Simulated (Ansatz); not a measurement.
# B5N4 zinc blende ring disc (B₅N₄H₁₆−): a spread of methods and bases

Aim: run B5N4 zinc blende ring disc (B₅N₄H₁₆−) under a spread of inputs, and see what each costs and gives.

The runs use Ansatz 0.2.0, Gaussian basis; the settings change from run to run.

1 further run of the same task is left out (it didn't finish).

### 1 The geometry

The geometry comes from an earlier relaxation with r2SCAN-D4/def2-SVP; it is a stationary point, not always the lowest conformer.

25 atoms, charge -1, spin multiplicity 1.

Atoms are counted from 1 here; the program's logs count them from 0.

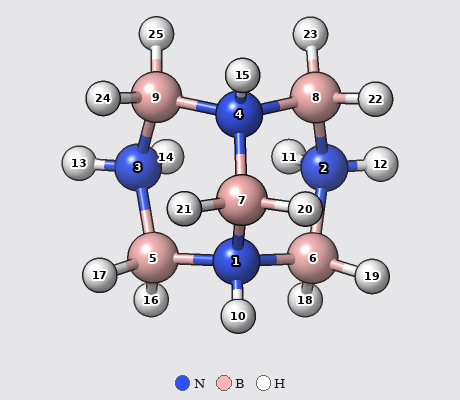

The geometry (nitrogen blue, boron pink, hydrogen white); atoms are numbered from 1 in the order of the file.

As a file:

```xyz
25
charge -1, multiplicity 1
N    -0.8938   -0.8962    0.6506
N     1.1160   -1.1093   -0.9288
N    -1.1137    1.1075   -0.9320
N     0.8925    0.8973    0.6511
B    -1.9289   -0.0303   -0.1509
B    -0.0245   -1.9268   -0.1534
B    -0.0004   -0.0001    1.6163
B     1.9286    0.0320   -0.1496
B     0.0228    1.9271   -0.1536
H    -1.4632   -1.4692    1.2755
H     0.7383   -0.7302   -1.7990
H     1.8043   -1.7951   -1.2406
H    -1.8004    1.7919   -1.2500
H    -0.7316    0.7245   -1.7986
H     1.4610    1.4706    1.2763
H    -2.5384   -0.7024   -0.9942
H    -2.7020    0.5443    0.6164
H    -0.6939   -2.5328   -1.0014
H     0.5478   -2.7033    0.6123
H     0.7235   -0.7212    2.3078
H    -0.7236    0.7201    2.3095
H     2.7039   -0.5391    0.6182
H     2.5359    0.7038   -0.9948
H    -0.5533    2.7011    0.6117
H     0.6930    2.5358   -0.9990
```

### 2 wB97M-V/aug-cc-pVDZ

Options: unrestricted orbitals.

in.yaml

```yaml
crystal:
  periodic: [false, false, false]
  atoms:
    - {symbol: N, position_ang: [-0.893843, -0.896248, 0.650647]}
    - {symbol: N, position_ang: [1.116013, -1.109333, -0.928833]}
    - {symbol: N, position_ang: [-1.113703, 1.107499, -0.931979]}
    - {symbol: N, position_ang: [0.892498, 0.897262, 0.651123]}
    - {symbol: B, position_ang: [-1.928865, -0.030262, -0.150888]}
    - {symbol: B, position_ang: [-0.024520, -1.926793, -0.153365]}
    - {symbol: B, position_ang: [-0.000377, -0.000069, 1.616307]}
    - {symbol: B, position_ang: [1.928642, 0.032032, -0.149626]}
    - {symbol: B, position_ang: [0.022848, 1.927077, -0.153565]}
    - {symbol: H, position_ang: [-1.463173, -1.469207, 1.275503]}
    - {symbol: H, position_ang: [0.738300, -0.730210, -1.798975]}
    - {symbol: H, position_ang: [1.804311, -1.795102, -1.240552]}
    - {symbol: H, position_ang: [-1.800436, 1.791937, -1.250003]}
    - {symbol: H, position_ang: [-0.731607, 0.724488, -1.798557]}
    - {symbol: H, position_ang: [1.461034, 1.470631, 1.276327]}
    - {symbol: H, position_ang: [-2.538359, -0.702379, -0.994233]}
    - {symbol: H, position_ang: [-2.702047, 0.544330, 0.616385]}
    - {symbol: H, position_ang: [-0.693905, -2.532794, -1.001357]}
    - {symbol: H, position_ang: [0.547821, -2.703334, 0.612314]}
    - {symbol: H, position_ang: [0.723499, -0.721218, 2.307839]}
    - {symbol: H, position_ang: [-0.723597, 0.720118, 2.309479]}
    - {symbol: H, position_ang: [2.703882, -0.539116, 0.618198]}
    - {symbol: H, position_ang: [2.535922, 0.703789, -0.994833]}
    - {symbol: H, position_ang: [-0.553319, 2.701148, 0.611686]}
    - {symbol: H, position_ang: [0.693001, 2.535762, -0.999040]}
basis:
  gaussian: {orbitals: aug-cc-pVDZ}
total_charge: -1
magnetization: {spin_polarized: true, initial_magnetization: 0}
hamiltonian: {xc: {name: wB97M-V}}
```

Started as:

```sh
$ ansatz run in.yaml --threads 2 --pin off --events-out ev --progress --plain --max-ram 32768MiB --backend cuda --devices 0, --max-vram 18GiB
```

The program printed, cut to the lines that bear on the results:

```text
Functional definition: wB97M-V
  name "wB97M-V"
  cite "Mardirossian & Head-Gordon, J. Chem. Phys. 144, 214110 (2016) doi:10.1063/1.4952647"
  cite "Becke, J. Chem. Phys. 107, 8554 (1997) doi:10.1063/1.475007"
  cite "Vydrov & Van Voorhis, J. Chem. Phys. 133, 244103 (2010) doi:10.1063/1.3521275"
  # Of w^i u^j: cxij and so on, Table III.
[...]
  gx(w, u) = 1 - cx + cx01*u + cx10*w
  gss(w, u) = css00 + css04*u^4 + css10*w + css20*w^2 + css43*w^4*u^3
  gos(w, u) = cos00 + cos10*w + (cos20 + cos21*u)*w^2 + (cos60 + cos61*u)*w^6
[...]
      + integral(e_c_pw_mod_opposite_spin*gos(b97_w_opposite, b97_u_opposite)) + vv10(b, c)
2969 factors; their error is unknown
1309 factors; integrals over basis functions are off by at most 1.9e-6 eV
[...]
mean field -9606.61993914 eV, -353.0367711625 hartree, gradient 7.2e-5 eV, S^2 0.000000; 0 other end points of the search recorded, 0 dependent functions left out
reference -9606.62014741 eV, -353.0367788162 hartree; 35, 35 occupied and 316, 316 virtual orbitals, 2969 factors
Total energy: -9606.62014741 eV, -353.0367788162 hartree
```

Wall time 21 s (1 × H100 (card shared with other runs) with 2 threads of AMD EPYC 7R13, shared host); peak host memory 1.5 GiB.

⟨S²⟩ 0.000.

### 3 LC-wPBE/6-31G*

Set apart from the defaults: atoms shaken by 0.08 Å, a point charge of 0.50 e beside it.

in.yaml

```yaml
crystal:
  periodic: [false, false, false]
  atoms:
    - {symbol: N, position_ang: [-0.882426, -1.011783, 0.531287]}
    - {symbol: N, position_ang: [1.102805, -1.151211, -0.939187]}
    - {symbol: N, position_ang: [-1.072986, 1.066813, -1.042362]}
    - {symbol: N, position_ang: [0.850578, 0.885156, 0.690066]}
    - {symbol: B, position_ang: [-2.015984, 0.072373, -0.193133]}
    - {symbol: B, position_ang: [-0.148079, -1.889764, -0.138578]}
    - {symbol: B, position_ang: [-0.068595, -0.019370, 1.652340]}
    - {symbol: B, position_ang: [1.820417, 0.083389, -0.074473]}
    - {symbol: B, position_ang: [0.075248, 1.975083, -0.077725]}
    - {symbol: H, position_ang: [-1.334841, -1.475329, 1.170872]}
    - {symbol: H, position_ang: [0.892034, -0.643999, -1.830473]}
    - {symbol: H, position_ang: [1.828302, -1.770214, -1.201369]}
    - {symbol: H, position_ang: [-1.817209, 1.720579, -1.175730]}
    - {symbol: H, position_ang: [-0.688309, 0.788927, -1.876977]}
    - {symbol: H, position_ang: [1.455986, 1.508657, 1.386245]}
    - {symbol: H, position_ang: [-2.591838, -0.700936, -1.133208]}
    - {symbol: H, position_ang: [-2.745743, 0.572879, 0.718636]}
    - {symbol: H, position_ang: [-0.692230, -2.617029, -0.803960]}
    - {symbol: H, position_ang: [0.585569, -2.715390, 0.636846]}
    - {symbol: H, position_ang: [0.789718, -0.871978, 2.424622]}
    - {symbol: H, position_ang: [-0.699238, 0.643350, 2.259169]}
    - {symbol: H, position_ang: [2.758820, -0.562863, 0.783295]}
    - {symbol: H, position_ang: [2.509849, 0.540981, -1.082999]}
    - {symbol: H, position_ang: [-0.658248, 2.600739, 0.477425]}
    - {symbol: H, position_ang: [0.592927, 2.517661, -0.863249]}
basis:
  gaussian: {orbitals: "6-31G*", point_charges: [{charge: 0.50, position_ang: [6.180, -0.020, -0.445]}]}
total_charge: -1
hamiltonian: {xc: {name: LC-wPBE}}
scf: {omitted_lower_state_checks: [starts]}
```

Launched as before.

The program printed, cut to the lines that bear on the results:

```text
Functional definition: LC-wPBE
  name "LC-wPBE"
  cite "Vydrov & Scuseria, J. Chem. Phys. 125, 234109 (2006) doi:10.1063/1.2409292"
  cite "Heyd & Scuseria, J. Chem. Phys. 120, 7274 (2004) doi:10.1063/1.1668634"
  cite "Ernzerhof & Perdew, J. Chem. Phys. 109, 3313 (1998) doi:10.1063/1.476928"
  cite "Perdew, Burke & Ernzerhof, Phys. Rev. Lett. 77, 3865 (1996) doi:10.1103/PhysRevLett.77.3865"
  parent pbe
[...]
2157 factors; their error is unknown
702 factors; integrals over basis functions are off by at most 1.4e-5 eV
[...]
mean field -9600.75028340 eV, -352.8210652925 hartree, gradient 3.6e-5 eV, S^2 0.000000; 0 other end points of the search recorded, 0 dependent functions left out
reference -9600.75028340 eV, -352.8210652928 hartree; 35, 35 occupied and 132, 132 virtual orbitals, 2157 factors
Total energy: -9600.75028340 eV, -352.8210652928 hartree
Checks for a lower state left out: starts
```

Wall time 6 s (1 × H100 (card shared with other runs) with 2 threads of AMD EPYC 7R13, shared host); peak host memory 0.84 GiB.

### 4 B97M-V/cc-pVDZ

This run has charge 0, multiplicity 2, relativity set to none.

in.yaml

```yaml
crystal:
  periodic: [false, false, false]
  atoms:
    - {symbol: N, position_ang: [-0.893843, -0.896248, 0.650647]}
    - {symbol: N, position_ang: [1.116013, -1.109333, -0.928833]}
    - {symbol: N, position_ang: [-1.113703, 1.107499, -0.931979]}
    - {symbol: N, position_ang: [0.892498, 0.897262, 0.651123]}
    - {symbol: B, position_ang: [-1.928865, -0.030262, -0.150888]}
    - {symbol: B, position_ang: [-0.024520, -1.926793, -0.153365]}
    - {symbol: B, position_ang: [-0.000377, -0.000069, 1.616307]}
    - {symbol: B, position_ang: [1.928642, 0.032032, -0.149626]}
    - {symbol: B, position_ang: [0.022848, 1.927077, -0.153565]}
    - {symbol: H, position_ang: [-1.463173, -1.469207, 1.275503]}
    - {symbol: H, position_ang: [0.738300, -0.730210, -1.798975]}
    - {symbol: H, position_ang: [1.804311, -1.795102, -1.240552]}
    - {symbol: H, position_ang: [-1.800436, 1.791937, -1.250003]}
    - {symbol: H, position_ang: [-0.731607, 0.724488, -1.798557]}
    - {symbol: H, position_ang: [1.461034, 1.470631, 1.276327]}
    - {symbol: H, position_ang: [-2.538359, -0.702379, -0.994233]}
    - {symbol: H, position_ang: [-2.702047, 0.544330, 0.616385]}
    - {symbol: H, position_ang: [-0.693905, -2.532794, -1.001357]}
    - {symbol: H, position_ang: [0.547821, -2.703334, 0.612314]}
    - {symbol: H, position_ang: [0.723499, -0.721218, 2.307839]}
    - {symbol: H, position_ang: [-0.723597, 0.720118, 2.309479]}
    - {symbol: H, position_ang: [2.703882, -0.539116, 0.618198]}
    - {symbol: H, position_ang: [2.535922, 0.703789, -0.994833]}
    - {symbol: H, position_ang: [-0.553319, 2.701148, 0.611686]}
    - {symbol: H, position_ang: [0.693001, 2.535762, -0.999040]}
basis:
  gaussian: {orbitals: cc-pVDZ}
magnetization: {spin_polarized: true, initial_magnetization: 1}
hamiltonian: {xc: {name: B97M-V}, pseudopotentials: {relativity: none}}
scf: {omitted_lower_state_checks: [starts]}
```

Launched as before.

The program printed, cut to the lines that bear on the results:

```text
Functional definition: B97M-V
  name "B97M-V"
  cite "Mardirossian & Head-Gordon, J. Chem. Phys. 142, 074111 (2015) doi:10.1063/1.4907719"
  cite "Becke, J. Chem. Phys. 107, 8554 (1997) doi:10.1063/1.475007"
  cite "Vydrov & Van Voorhis, J. Chem. Phys. 133, 244103 (2010) doi:10.1063/1.3521275"
  # Of w^i u^j: cxij and so on, Table III.
[...]
  gx(w, u) = cx00 + cx01*u + cx02*u^2 + (cx10 + cx11*u)*w
  gss(w, u) = css00 + css02*u^2 + css10*w + (css32*w^3 + css42*w^4)*u^2
  gos(w, u) = cos00 + cos01*u + cos03*u^3 + cos10*w + cos32*w^3*u^2
[...]
      + integral(e_c_pw_mod_opposite_spin*gos(b97_w_opposite, b97_u_opposite)) + vv10(b, c)
[...]
2490 factors; their error is unknown
[...]
mean field -9606.59823690 eV, -353.0359736200 hartree, gradient 8.9e-5 eV, S^2 0.750906; 0 other end points of the search recorded, 0 dependent functions left out
reference -9606.59830662 eV, -353.0359761820 hartree; 35, 34 occupied and 171, 172 virtual orbitals, 2490 factors
Total energy: -9606.59830662 eV, -353.0359761820 hartree
Checks for a lower state left out: starts
```

Wall time 13 s (1 × H100 (card shared with other runs) with 2 threads of AMD EPYC 7R13, shared host); peak host memory 1.2 GiB.

⟨S²⟩ 0.751.

### 5 r2SCAN0/def2-mTZVPP

This run has atoms shaken by 0.08 Å.

in.yaml

```yaml
crystal:
  periodic: [false, false, false]
  atoms:
    - {symbol: N, position_ang: [-0.900805, -0.875331, 0.747447]}
    - {symbol: N, position_ang: [1.034960, -1.167094, -0.854908]}
    - {symbol: N, position_ang: [-1.053219, 1.096791, -0.941890]}
    - {symbol: N, position_ang: [0.931958, 0.863650, 0.543518]}
    - {symbol: B, position_ang: [-1.846546, -0.104269, -0.209131]}
    - {symbol: B, position_ang: [-0.083047, -1.958396, -0.038860]}
    - {symbol: B, position_ang: [-0.002216, -0.020860, 1.578735]}
    - {symbol: B, position_ang: [1.939018, 0.023258, -0.082429]}
    - {symbol: B, position_ang: [0.038632, 1.937101, -0.247704]}
    - {symbol: H, position_ang: [-1.434025, -1.367489, 1.340270]}
    - {symbol: H, position_ang: [0.792854, -0.703875, -1.681730]}
    - {symbol: H, position_ang: [1.888925, -1.696547, -1.232026]}
    - {symbol: H, position_ang: [-1.780125, 1.681123, -1.106652]}
    - {symbol: H, position_ang: [-0.587265, 0.733711, -1.863639]}
    - {symbol: H, position_ang: [1.495521, 1.495236, 1.290725]}
    - {symbol: H, position_ang: [-2.499695, -0.750725, -0.960591]}
    - {symbol: H, position_ang: [-2.674569, 0.570308, 0.613008]}
    - {symbol: H, position_ang: [-0.684047, -2.714371, -1.048854]}
    - {symbol: H, position_ang: [0.521165, -2.900336, 0.711458]}
    - {symbol: H, position_ang: [0.832655, -0.730208, 2.264316]}
    - {symbol: H, position_ang: [-0.765859, 0.719544, 2.336490]}
    - {symbol: H, position_ang: [2.532862, -0.465992, 0.538535]}
    - {symbol: H, position_ang: [2.587942, 0.699982, -1.007144]}
    - {symbol: H, position_ang: [-0.634635, 2.764572, 0.609095]}
    - {symbol: H, position_ang: [0.848547, 2.351410, -0.849683]}
basis:
  gaussian: {orbitals: def2-mTZVPP}
total_charge: -1
hamiltonian: {xc: {name: r2SCAN0}}
scf: {omitted_lower_state_checks: [starts]}
```

The command is unchanged.

The program printed, cut to the lines that bear on the results:

```text
Functional definition: r2SCAN0
  name "r2SCAN0"
  cite "Bursch, Neugebauer, Ehlert & Grimme, J. Chem. Phys. 156, 134105 (2022) doi:10.1063/5.0086040"
  cite "Furness, Kaplan, Ning, Perdew & Sun, J. Phys. Chem. Lett. 11, 8208 (2020) doi:10.1021/acs.jpclett.0c02405"
  cite "Furness, Kaplan, Ning, Perdew & Sun, J. Phys. Chem. Lett. 11, 9248 (2020) doi:10.1021/acs.jpclett.0c03077"
  parent r2scan
[...]
2414 factors; their error is unknown
[...]
mean field -9603.36464001 eV, -352.9171411261 hartree, gradient 2.2e-5 eV, S^2 0.000000; 0 other end points of the search recorded, 0 dependent functions left out
reference -9603.36465799 eV, -352.9171417867 hartree; 35, 35 occupied and 236, 236 virtual orbitals, 2414 factors
Total energy: -9603.36465799 eV, -352.9171417867 hartree
Checks for a lower state left out: starts
```

Run time: 6 s. Hardware: 1 × H100 (card shared with other runs) with 2 threads of AMD EPYC 7R13, shared host; peak host memory 0.9 GiB.

### 6 The runs in one table

```
              level  charge  multiplicity              geometry  functions  energy (eV)  time
wB97M-V/aug-cc-pVDZ      -1             1               relaxed        351    -9606.620  21 s
     LC-wPBE/6-31G*      -1             1  shaken, point charge        167    -9600.750   6 s
     B97M-V/cc-pVDZ       0             2               relaxed        206    -9606.598  13 s
r2SCAN0/def2-mTZVPP      -1             1                shaken        271    -9603.365   6 s
```

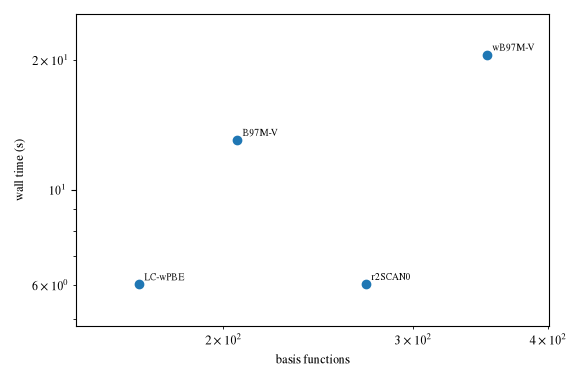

Wall time against the number of basis functions (shared host).

### 7 What came out

| quantity | value |
| --- | --- |
| runs | 4 |
| quickest | LC-wPBE/6-31G*, 6 s |
| slowest | wB97M-V/aug-cc-pVDZ, 21 s |

What this shows: The runs differ in state or geometry as well as level, so their energies can't be set against each other. wB97M-V/aug-cc-pVDZ took 3 times as long as LC-wPBE/6-31G*. The jobs differ in tasks and options as well as level.
